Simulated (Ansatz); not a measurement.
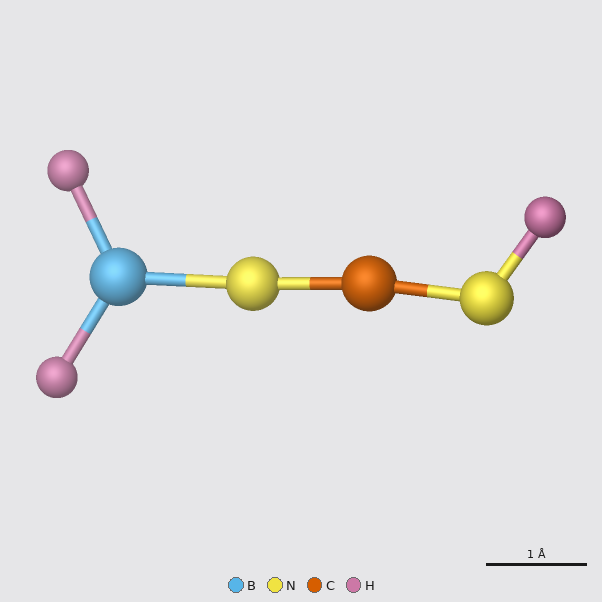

The computed structure is the end point of a PBE0-D4/def2-TZVP optimisation.

**Count the atoms of each element.**

CH3BN2, 7 atoms: 1 carbon, 3 hydrogen, 1 boron and 2 nitrogen.

**What is its SMILES?**

BN=C=N

**Name functional groups in it.**

Among them: B–H bond.

**Does it have rings?**

It has no ring.

The parts below concern this one geometry. Atoms keep their numbers from picture to picture.

**Dipole moment**

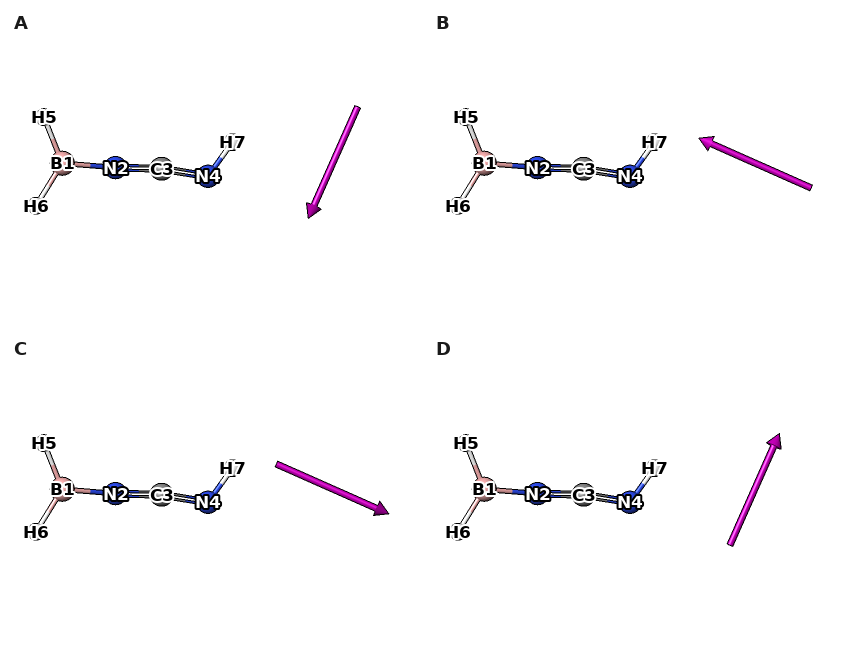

The same molecule four times, each with an arrow. Level of theory: RKS B3LYP-D4/def2-TZVPP (Ansatz 0.2.0).

**Which arrow points along the dipole moment, from the negative to the positive end?**

D. The dipole moment is 1.56 D; it points from the side of H6 to the side of H7 (the outermost atoms at the two ends).

**Charges**

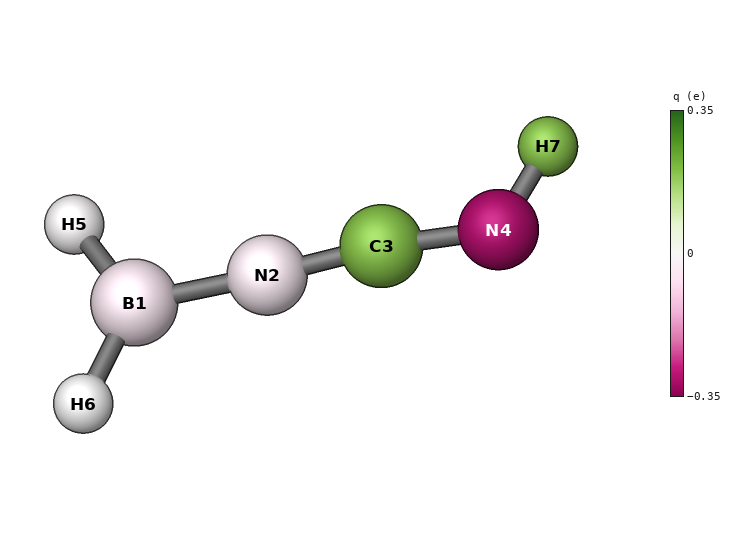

Atoms are coloured by their Mulliken charges. Method: RKS r2SCAN-D4/def2-TZVPP (Ansatz 0.2.0).

List the Mulliken charges.

| atom | value (e) |
| --- | --- |
| B1 | −0.04 |
| N2 | −0.03 |
| C3 | 0.20 |
| N4 | −0.31 |
| H5 | −0.01 |
| H6 | 0.00 |
| H7 | 0.20 |

**Thermal motion**

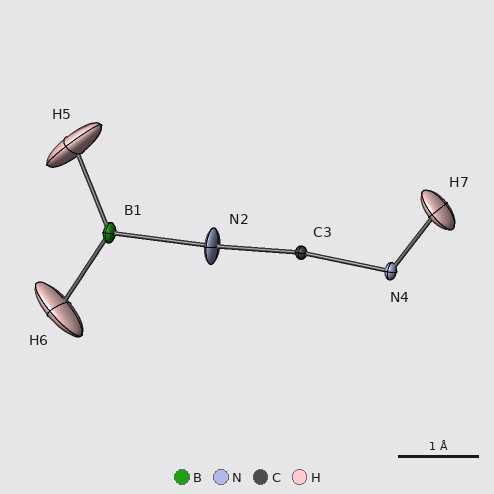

Displacement ellipsoids at the 50 % level, from the internal vibrations of the free molecule (harmonic, no overall translation or rotation; no half-axis is drawn under 0.075 Å). Vibrations computed with RKS PBE0-D4/def2-TZVP (Ansatz 0.2.0). Temperature: 400 K.

**Which atom moves most?**

H6, with U_eq = 0.0447 Å².

**Does H5 move more along its bond or across it?**

Across it: the root-mean-square amplitude is 0.108 Å along the bond and up to 0.284 Å across, since bending and torsion are softer than stretching.

List U_eq and the three principal root-mean-square amplitudes for each kind of atom.

```csv
atom,U_eq (Å²),rms amplitudes (Å)
B1,0.0057,"0.035, 0.085, 0.093"
N2,0.0140,"0.023, 0.140, 0.148"
C3,0.0024,"0.024, 0.055, 0.060"
N4,0.0037,"0.028, 0.071, 0.072"
H5,0.0422,"0.087, 0.195, 0.284"
H6,0.0447,"0.088, 0.216, 0.283"
H7,0.0276,"0.080, 0.195, 0.196"
```

Mulliken values depend strongly on the basis set and can even reverse the polarity of a bond.
